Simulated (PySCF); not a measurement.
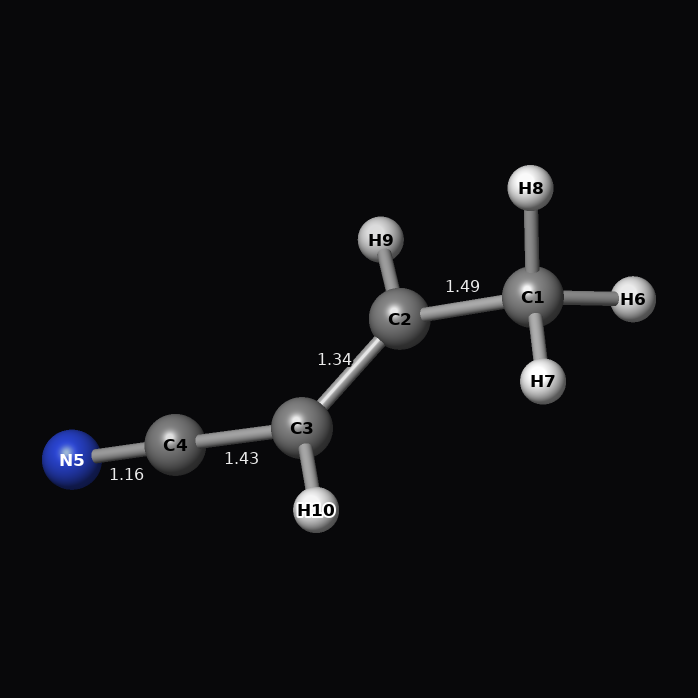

Bond lengths are marked in Å; every bond is drawn as one stick. The computed structure is the end point of a PBE0-D3(BJ)/def2-SVP optimisation. No frequency run is at hand to confirm it as a minimum.

**Which of the marked bonds are single, double, triple or aromatic?**

C1–C2 single; C2–C3 double; C3–C4 single; C4–N5 triple.

**Give the structure as SMILES.**

C/C=C/C#N
